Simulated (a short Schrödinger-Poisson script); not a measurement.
Structure: symmetric double-gate stack, Si3N4 on p-type Si(110), at 400 K.

| layer | material | thickness (nm) | Na (cm⁻³) |
|---|---|---|---|
| 1 | Si3N4 | 3.1 | - |
| 2 | Si | 5 | 2e15 |
| 3 | Si3N4 | 3.1 | - |

The device is made up for the run: typed textbook-type constants, with dimensions and the other settings drawn at random. Si3N4: permittivity 7.5, conduction-band edge (eV) 1.95, gap (eV) 5.1, electron mass (mₑ) 0.5. Si: permittivity 11.7, conduction-band edge (eV) 0, gap (eV) 1.124, Nv at 300 K (cm⁻³) 3.1e19.

Channel valleys (confinement mass, in-plane density-of-states mass, number): Δ4 0.315, 0.324, 4; Δ2 0.19, 0.417, 2. At the gates, both at one voltage, the conduction-band edge of layer 1 lies 2.18 eV − eVg above the Fermi level of the channel. Gaps are held at their typed values at every temperature. Mesh 0.03 nm at interfaces.

From a short Schrödinger-Poisson script (our own, NumPy): 1D Poisson equation in equilibrium, electrons quantum, Hartree (BenDaniel-Duke, 12 states a valley, the channel's in-plane mass for all, wave functions free to enter the dielectric), parabolic valleys, classical holes, full ionisation, no traps, pinning or gate leakage.

Only gate voltages with over 1e8 electrons/cm² are shown.

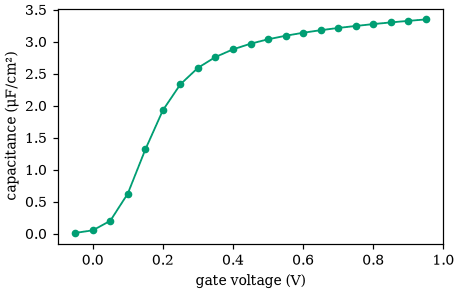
Fig. 1. Quasi-static capacitance against gate voltage

```tsv
Vg (V)	electrons (cm⁻²)	C (μF/cm²)	Δ4 E0 (meV)	Δ4 E1 (meV)	Δ2 E0 (meV)	Δ2 E1 (meV)
-0.05	2.65e9	0.0124	317.9	431.1	334.7	500.1
0	1.12e10	0.0518	268.3	381.4	285.1	450.5
0.05	4.54e10	0.201	219.9	333.0	236.7	402.0
0.1	1.64e11	0.627	175.6	288.3	192.3	357.3
0.15	4.63e11	1.32	139.8	251.7	156.4	320.5
0.2	9.72e11	1.93	113.9	224.5	130.4	293.1
0.25	1.64e12	2.33	95.6	204.5	111.9	272.7
0.3	2.41e12	2.59	82.1	188.9	98.2	256.8
0.35	3.25e12	2.76	71.5	176.3	87.4	243.7
0.4	4.13e12	2.88	62.9	165.5	78.6	232.5
0.45	5.04e12	2.97	55.6	156.1	71.1	222.7
0.5	5.98e12	3.04	49.4	147.7	64.7	213.9
0.55	6.94e12	3.09	44.0	140.0	59.1	205.8
0.6	7.91e12	3.14	39.1	133.0	54.0	198.4
0.65	8.90e12	3.18	34.7	126.4	49.5	191.5
0.7	9.89e12	3.21	30.7	120.3	45.3	185.0
0.75	1.09e13	3.25	27.0	114.6	41.5	178.9
0.8	1.19e13	3.28	23.6	109.2	37.9	173.1
0.85	1.29e13	3.30	20.4	104.0	34.6	167.6
0.9	1.40e13	3.33	17.5	99.2	31.5	162.3
0.95	1.50e13	3.35	14.7	94.5	28.6	157.3
```

Subbands count from the Fermi level. The capacitance is that of both gates.
